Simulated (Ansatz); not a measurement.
The starting structures come from a database of crystals and need not be the phases stable at ambient conditions.

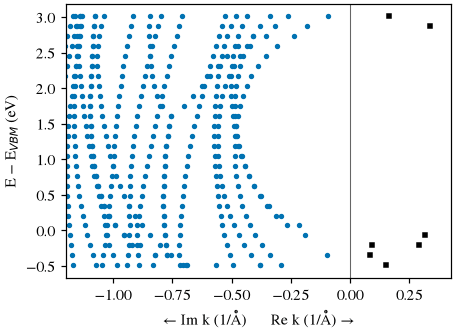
Figure: Complex bands at the centre of the two-dimensional zone; r2SCAN (Ansatz, an electronic-structure program)

The gap is the functional's own. No spin-orbit coupling. Mid-gap values are those at the computed energy nearest the middle.

This is Cs₂SrV₄O₁₂ (P4/mmm, 19 atoms a cell, 19.6 Å³ an atom, -6 GPa at this level) along the normal of (100). Read off the slowest decay at the centre of the two-dimensional zone at 1.33 eV, the computed energy nearest the middle of the gap.

κ ≈ 0.48 1/Å, a decay length 1/(2κ) of the density of 1.1 Å.
